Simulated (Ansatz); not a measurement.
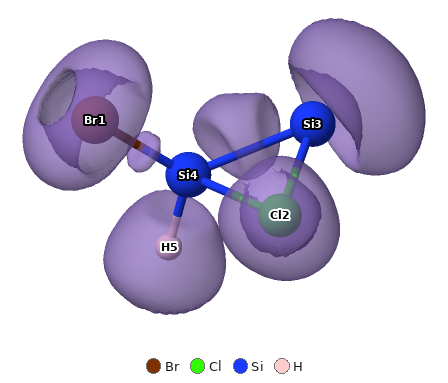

Figure. BrClHSi$_{2}$ (charge +1). Isosurface of the electron localisation function at 0.8 (purple), seen at a tilt. Core shells and regions of very low density are left out.

Geometry: B3LYP/6-31G*.

All numbers below come from isolated molecule in a Gaussian basis; Kohn-Sham density functional theory, functional PBE0 (Ansatz 0.2.0).

```xyz
5

Br   -3.6796    2.4966    2.6331
Cl   -2.8047    0.7567   -0.5501
Si   -1.0683    2.1670   -0.3494
Si   -3.1966    2.8000    0.5328
H    -4.3125    3.3266   -0.2799
```

Q: Describe the localisation domains.

A: The ELF exceeds this value in one region between bonded Br–Si atoms (shared pairs), one region around a hydrogen nucleus, one region on Si in which the atom's valence shell and bonds are merged, one ring or bowl of non-bonding electrons around Br, one lobe on Si, pointing away from the bonds (lone pairs) and one region wrapped around Cl (its lone pairs, merged into a ring or cap). Profiles from the grid: Si–Br (2.18 Å): the ELF peaks at about 0.85 between the atoms, as expected for a polar covalent bond. Si–Cl (2.25 Å): the ELF peaks at about 0.80 between the atoms, as expected for a polar covalent bond.
